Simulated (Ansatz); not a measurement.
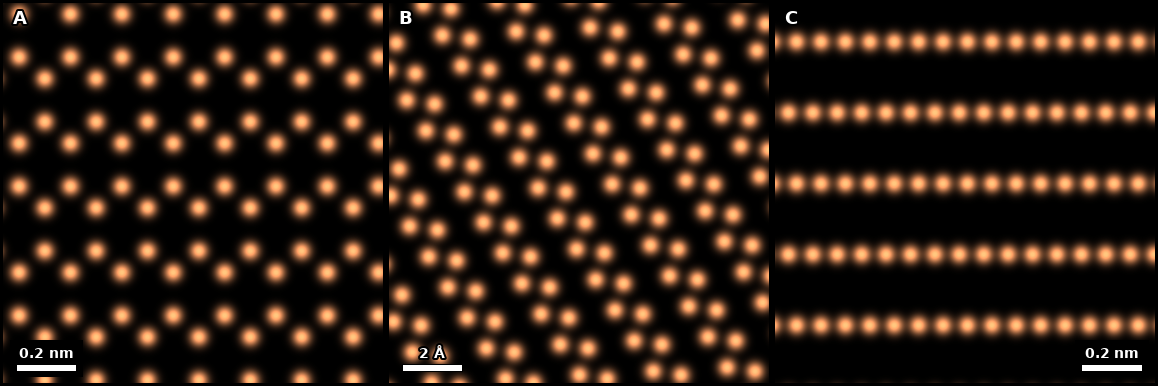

Three views of Zn (P6_3/mmc, No. 194) along different zone axes. The image is simulated as a sum over atoms of Z^1.7, blurred by a 0.50 Å probe (no channelling). Model: the geometry relaxed with DFT LDA, scalar-relativistic, plane waves, PAW (Ansatz 0.2.0).

```cif
data_structure
_symmetry_space_group_name_H-M 'P6_3/mmc'
_symmetry_Int_Tables_number 194
_cell_length_a 2.5516
_cell_length_b 2.5516
_cell_length_c 4.8489
_cell_angle_alpha 90.000
_cell_angle_beta 90.000
_cell_angle_gamma 120.000
_cell_volume 27.34
loop_
_atom_site_label
_atom_site_type_symbol
_atom_site_symmetry_multiplicity
_atom_site_Wyckoff_symbol
_atom_site_fract_x
_atom_site_fract_y
_atom_site_fract_z
_atom_site_occupancy
Zn1 Zn 2 d 0.33333 0.66667 0.75000 1
```

### Match the panels to the zone axes [102], [201] and [310].

A is [201]: projected cell 1.76 × 2.38 Å, 112°, plane group c2mm. B is [102]: projected cell 1.23 × 2.21 Å, 90°, plane group p2mg. C is [310]: projected cell 0.84 × 4.85 Å, 90°.
